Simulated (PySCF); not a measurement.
Run report: C₈H₁₁BS, NMR shielding calculation

- system: C₈H₁₁BS
- method: GIAO PBE0/pcSseg-1 NMR shielding, non-relativistic, gas phase (PySCF 2.14.0)

The geometry comes from this level: PBE0-D3(BJ)/def2-SVP. It belongs to a series of runs on one base structure; here: H on C replaced by 2-thienyl. Figures and captions count atoms from 1; the log counts them from 0 in places.

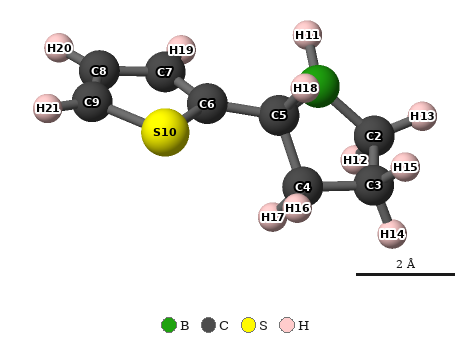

**Figure 1.** The input geometry (ball-and-stick view, seen at a tilt; atoms are numbered from 1 in the order of the input).

### Summary

| quantity | value |
| --- | --- |
| outcome | converged |
| total energy | −733.887112 hartree |
| HOMO | −6.54 eV |
| LUMO | −0.93 eV |
| dipole moment | 0.82 D |
| isotropic shielding, B | 12.7 ppm |
| isotropic shielding, C | 30.5 to 155.8 ppm |
| isotropic shielding, S | 267.6 ppm |
| isotropic shielding, H | 23.2 to 30.5 ppm |
| hardware | 1 CPU thread, shared host |
| wall time | 42 s |
| peak memory | 1.2 GiB |

### Input
```
{"job": {"kind": "nmr", "xc": "PBE0", "basis": "pcSseg-1"}, "charge": 0, "multiplicity": 1}
B     -1.031014     0.897201     1.161912
C     -2.517902     0.453077     0.966409
C     -2.642678     0.136058    -0.530745
C     -1.248632    -0.326682    -0.954812
C     -0.273786     0.583445    -0.178486
C      1.164199     0.192420    -0.173161
C      2.004075    -0.029909     0.891374
C      3.322797    -0.402919     0.504685
C      3.472834    -0.466111    -0.854415
S      2.011260    -0.069983    -1.664663
H     -0.550421     1.399738     2.150696
H     -2.555389    -0.492152     1.554239
H     -3.308890     1.089057     1.391916
H     -3.424155    -0.602912    -0.767142
H     -2.906054     1.057970    -1.078351
H     -1.096076    -0.297175    -2.045765
H     -1.079620    -1.371229    -0.639707
H     -0.366597     1.603540    -0.633690
H      1.678850     0.077719     1.926994
H      4.128267    -0.620378     1.207591
H      4.363573    -0.729958    -1.423019
```

The first line tells a small driver script what to run in PySCF; the rest is the geometry in Å.

Launched with:
```bash
OMP_NUM_THREADS=1 python <driver script> task.json out
```

### What the program printed
```
coarse grid: 18224 points
cycle   1  E = -733.7661268071  dE =  1.521e+00  |g| = 4.582e-01  |ddm| = 4.420e+00
cycle   2  E = -733.7388453062  dE =  2.728e-02  |g| = 5.654e-01  |ddm| = 1.063e+00
cycle   3  E = -733.8226678936  dE = -8.382e-02  |g| = 9.059e-02  |ddm| = 6.841e-01
cycle   4  E = -733.8245681537  dE = -1.900e-03  |g| = 4.590e-02  |ddm| = 1.702e-01
cycle   5  E = -733.8251223476  dE = -5.542e-04  |g| = 9.578e-03  |ddm| = 5.509e-02
cycle   6  E = -733.8251437525  dE = -2.140e-05  |g| = 2.637e-03  |ddm| = 1.300e-02
cycle   7  E = -733.8251452571  dE = -1.505e-06  |g| = 4.298e-04  |ddm| = 2.940e-03
final grid: 171712 points
cycle   8  E = -733.8870835151  dE = -4.204e-05  |g| = 1.036e-02  |ddm| = 4.542e-02
cycle   9  E = -733.8870556259  dE =  2.789e-05  |g| = 1.444e-02  |ddm| = 2.630e-02
cycle  10  E = -733.8871114896  dE = -5.586e-05  |g| = 1.627e-03  |ddm| = 1.781e-02
cycle  11  E = -733.8871122274  dE = -7.378e-07  |g| = 4.204e-04  |ddm| = 2.357e-03
cycle  12  E = -733.8871122698  dE = -4.232e-08  |g| = 1.062e-04  |ddm| = 4.816e-04
cycle  13  E = -733.8871122719  dE = -2.179e-09  |g| = 6.072e-05  |ddm| = 1.913e-04
cycle  14  E = -733.8871122728  dE = -9.109e-10  |g| = 1.775e-05  |ddm| = 7.607e-05
```

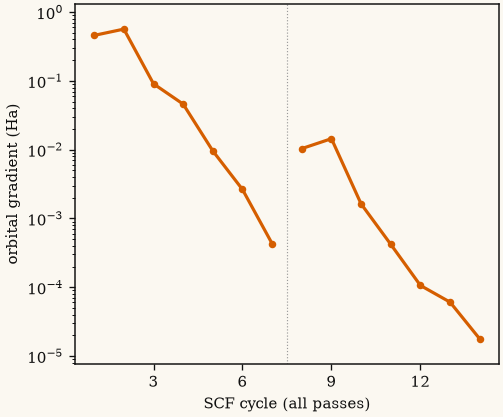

**Figure 2.** Convergence of the self-consistent field: orbital gradient against the SCF cycle. The dotted line marks the change from a coarse to the final integration grid. The first 7 cycles use a coarse grid, the final grid takes over at cycle 8, and the field converges after 14 cycles in all.

```
converged SCF energy = -733.8871122728

GIAO shielding tensors (ppm)
atom      isotropic    diamagn.    paramagn.     s11        s22        s33       span
  0 B       12.744     190.039    -177.295    -54.376    -17.926    110.534    164.910
  1 C      149.713     257.280    -107.567    133.050    148.572    167.519     34.469
  2 C      155.752     247.944     -92.192    132.299    161.814    173.143     40.845
  3 C      145.223     247.929    -102.706    114.742    151.997    168.931     54.189
  4 C      133.176     248.858    -115.682    106.993    138.863    153.673     46.680
  5 C       30.498     258.186    -227.688    -46.971     16.893    121.572    168.543
  6 C       54.751     249.601    -194.849    -23.432     46.885    140.801    164.232
  7 C       53.696     254.808    -201.112    -29.235     42.512    147.811    177.046
  8 C       51.982     265.423    -213.441    -41.895     56.656    141.185    183.080
  9 S      267.607    1057.633    -790.026    121.405    280.985    400.430    279.024
 10 H       23.203      30.116      -6.913     18.557     24.326     26.725      8.168
 11 H       30.537      30.564      -0.027     25.841     28.450     37.321     11.480
 12 H       29.137      28.910       0.227     24.501     27.565     35.345     10.844
 13 H       29.172      28.720       0.452     24.102     27.287     36.127     12.025
 14 H       29.769      29.765       0.004     24.806     28.356     36.146     11.340
 15 H       28.854      30.938      -2.084     22.956     29.544     34.062     11.107
 16 H       29.783      31.953      -2.170     25.324     30.557     33.468      8.143
 17 H       29.100      30.497      -1.397     23.862     30.367     33.071      9.209
 18 H       24.137      32.482      -8.346     20.414     24.284     27.713      7.299
 19 H       24.330      29.074      -4.744     21.230     24.378     27.383      6.153
 20 H       24.190      30.024      -5.834     21.281     24.253     27.037      5.755
```

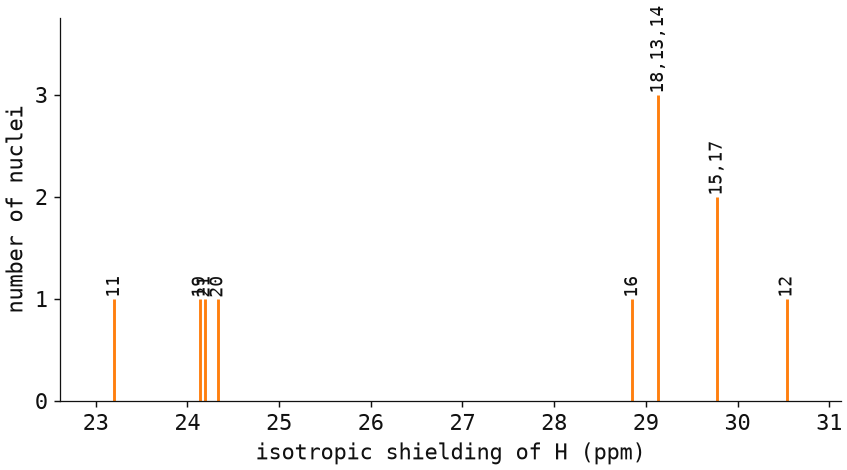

**Figure 3.** Isotropic shieldings of the hydrogen nuclei in this fixed geometry, labelled by atom number; shielding grows to the right, so chemical shift grows to the left. The least shielded is H11 (23.2 ppm), the most shielded H12 (30.5 ppm).

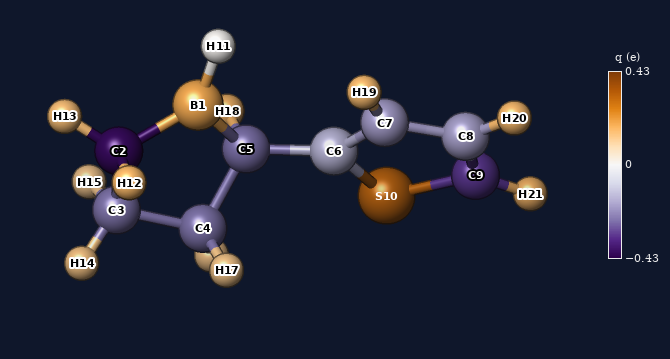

**Figure 4.** IAO charges, as the colour of each atom (ball-and-stick view, seen at an oblique angle; atoms are numbered from 1 in the order of the input). By element: B +0.19, C −0.41 to −0.14, S +0.32 and H +0.01 to +0.17 e.
